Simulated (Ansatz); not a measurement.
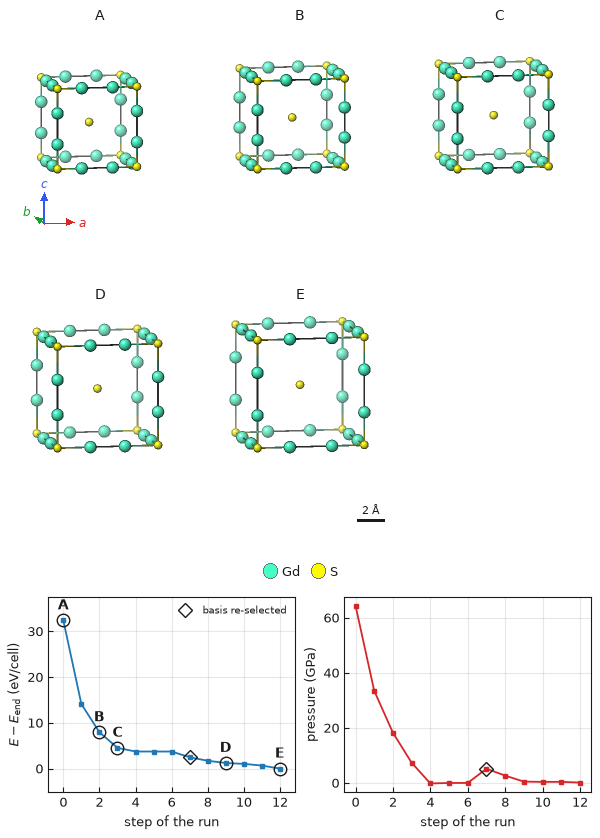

Frames of a relaxation of crystalline Gd3S (a generated structure, set up in Pm-3m) (coarse preliminary run), marked on the history of the run. The picture is a ball-and-stick view of the cell of the calculation, seen slightly off an axis.

Computed with DFT PBE, scalar-relativistic, plane waves, PAW (Ansatz). Settings: plane-wave cutoff 420 eV; k-point mesh 4 × 4 × 4; occupations gaussian; smearing width 0.1 eV; collinear spin; cell and atoms relaxed; force threshold 0.04 eV/Å; at most 70 steps.

Describe the path.

The run was cut off at its time limit before the relaxation converged, so the last structure is only a point on the way. The largest moves relative to the cell, 0.024 Å, are those of Gd atoms. S stays in place. The drawn cell changes as follows: a = b = c 6.169 → 8.299 Å (+34.5 %); the volume changes by +143.4 %. Among the contacts that change: Gd–Gd 2.666 → 3.553 Å, Gd–Gd 2.399 → 3.275 Å, Gd–S 1.885 → 2.512 Å. The space group stays Pm-3m (No. 221). Over 11 accepted moves (12 points after the start) the energy falls by 32.381 eV per cell of the calculation. Largest force component: 18 eV/Å at the start, 0.7 eV/Å at the end. The pressure goes from 64.40 to 0.14 GPa. At 1 point the geometry stayed and the basis and grid were re-selected for the new cell (energy shift of 1.251 eV per cell of the calculation at most each time). The run took 34 min on 1 thread of Arm Neoverse N1, with other jobs on the host, peak memory 1.1 GiB. From step 0 to 2: Gd atoms move most (0.16 Å), volume +32.2 %, energy −24.440 eV per cell of the calculation. From step 2 to 3: volume +13.9 %, energy −3.396 eV per cell of the calculation. From step 3 to 9: Gd atoms move most (0.02 Å), volume +34.5 %, energy −3.317 eV per cell of the calculation. From step 9 to 12: Gd atoms move most (0.21 Å), volume +20.2 %, energy −1.227 eV per cell of the calculation.
